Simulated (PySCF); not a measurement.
## Electronic structure of Cl6S3Si3 (cyclo-(Cl2SiS)3) in real space

The calculation's input:

```
{"job": {"kind": "nmr", "xc": "PBE0", "basis": "pcSseg-1"}, "charge": 0, "multiplicity": 1}
Si    -0.408362    -1.860186     0.321990
Cl    -2.417235    -1.612310     0.035002
Cl     0.001715    -3.849826     0.489420
S      0.711421    -1.168708    -1.360670
Si    -0.147669     0.756557    -1.693692
Cl    -1.800477     0.668010    -2.889988
Cl     1.301848     1.811002    -2.671889
S     -0.801987     1.735579     0.086656
Si     0.601973     1.020098     1.527644
Cl     0.336047     2.183403     3.180214
Cl     2.525842     1.213954     0.861701
S      0.212345    -0.980322     2.164592
```

Launched as:

```sh
OMP_NUM_THREADS=2 python probes_run.py task.json out
```

Geometry: PBE0-D3(BJ)/def2-SVP.

Theory: PySCF, PBE0/pcSseg-1, SCF density, gas phase, non-relativistic.

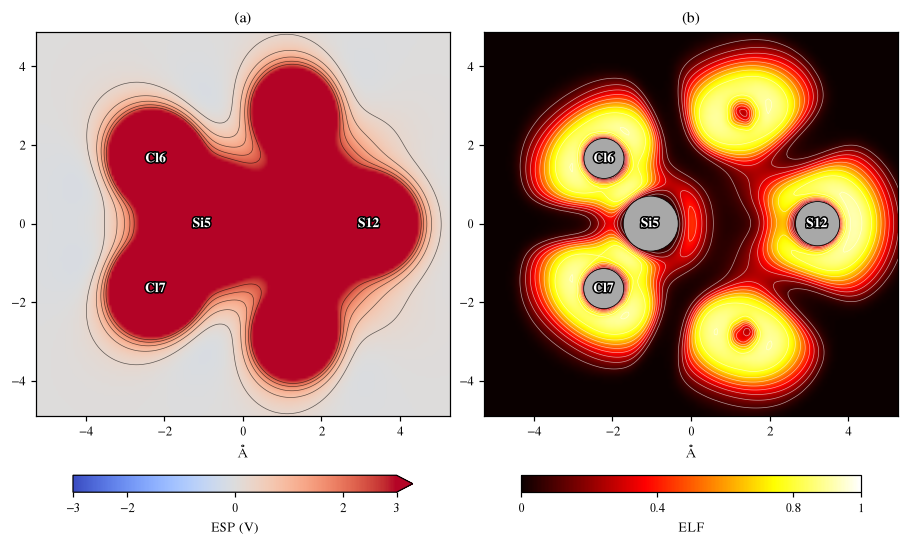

Figure 1. (a) molecular electrostatic potential; (b) electron localisation function on the plane of atoms Cl6, Si5 and Cl7. Grey discs cover the atomic cores in the ELF map.

Question: What do the fields say about this system?

Answer:
- The section cuts through Si, Cl and S sites.
- Si–Cl (2.04 Å): the ELF peaks at about 0.90 between the atoms, as expected for a shared but strongly polarised pair.
- The ELF also peaks beside Cl11, Cl7, S12, Cl6 and Cl2, away from the bonds: lone-pair regions.
- The potential has no marked negative region in this plane.

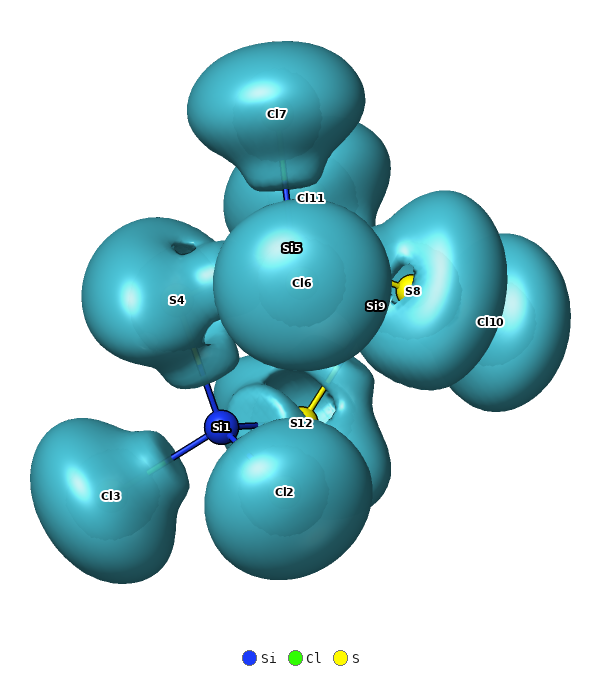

Figure 2. Isosurface of the ELF at 0.75 (cyan), seen at an oblique angle. Only the valence region is drawn (cores and ρ < 0.01 e/Å³ removed).

Question: Identify the bonds, lone pairs and shells in this picture.

Answer: The surface consists of six regions on Cl in which the atom's valence shell and bonds are merged and three regions on S in which the atom's valence shell and bonds are merged. Profiles from the grid: Si–S (2.13 Å): the ELF peaks at about 0.90 between the atoms (localised, covalent bonding).

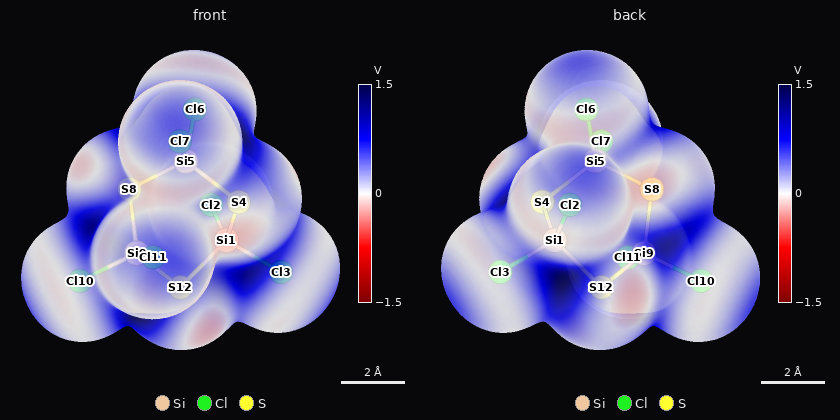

Figure 3. The molecular electrostatic potential painted on the density surface at 0.002 e/bohr³, seen from the front and from behind; the colour scale runs from red (negative) to blue (positive).

Question: Which sites attract a positive test charge, and which a negative one?

Answer: A positive charge is drawn to the negative regions and a negative charge to the positive ones. The most negative region (about −0.2 V) lies over the Cl and S atoms, the most positive (about +1.4 V) over Si1, Si5 and Si9. Cl2 shows a σ-hole: about +0.5 V at the tip opposite its bond, against about 0.0 V on its flanks. Cl3 shows a σ-hole: about +0.6 V at the tip opposite its bond, against about +0.1 V on its flanks. Cl6 shows a σ-hole: about +0.5 V at the tip opposite its bond, against about 0.0 V on its flanks. Cl7 shows a σ-hole: about +0.5 V at the tip opposite its bond, against about 0.0 V on its flanks. Cl10 shows a σ-hole: about +0.6 V at the tip opposite its bond, against about +0.1 V on its flanks. Cl11 shows a σ-hole: about +0.5 V at the tip opposite its bond, against about 0.0 V on its flanks.

Question: What dipole moment does the calculation give?

Answer: Its dipole moment is 0.08 D.
